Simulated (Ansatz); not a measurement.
Consider Li3BO.

```yaml
crystal:
  lattice:
    - [3.55582, 0.00000, 0.00000]
    - [0.00000, 3.55582, 0.00000]
    - [0.00000, 0.00000, 3.55582]
  atoms:
    - { symbol: B, position: [0.50000, 0.50000, 0.50000] }
    - { symbol: Li, position: [0.00000, 0.50000, 0.50000] }
    - { symbol: Li, position: [0.50000, 0.00000, 0.50000] }
    - { symbol: Li, position: [0.50000, 0.50000, 0.00000] }
    - { symbol: O, position: [0.00000, 0.00000, 0.00000] }
```

Space group Pm-3m; built by placing these elements on a known structure type; computed pressure about 27 GPa in this cell.

All numbers below come from Ansatz 0.2.0, DFT, PAW plane waves, r2SCAN.

### What will maps of the valence pseudo-density and electron localisation function show?

Li–B (1.78 Å): ρ is about 0.45 e/Å³ halfway; the ELF peaks at about 0.80 in the valence shell of B, 0.7 Å from its nucleus, and is about 0.65 at the midpoint.
Li–O (2.51 Å): the density is about 0.13 e/Å³ at the midpoint; the ELF is about 0.30 at the midpoint (no shared electron pair shows on this line).
Bader's partition of the density gives B −1.22, Li +0.82 and O −1.25 e.

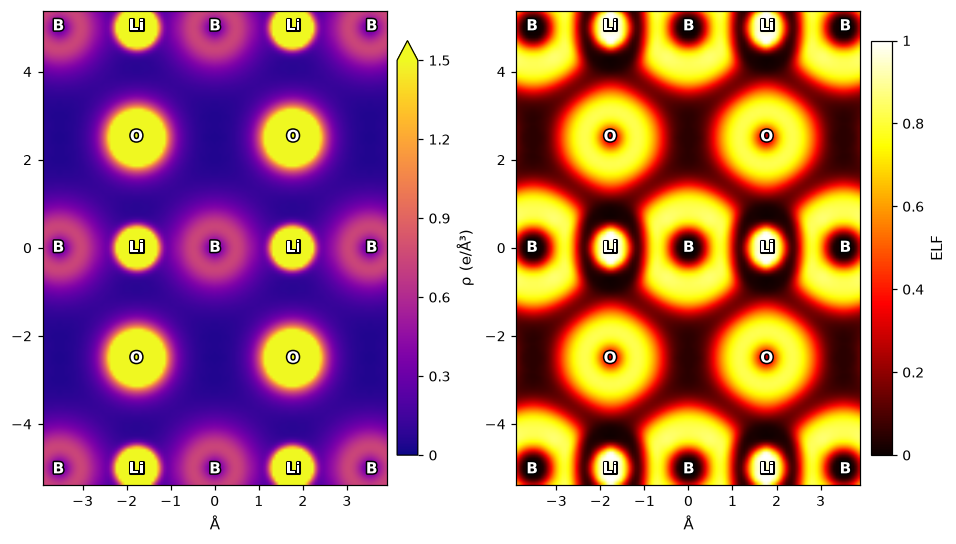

Computed valence pseudo-density and electron localisation function on the (011̄) plane of the conventional cell, in this order. 

Core electrons are frozen (PAW), and the valence fields are smoothed inside the atomic spheres.
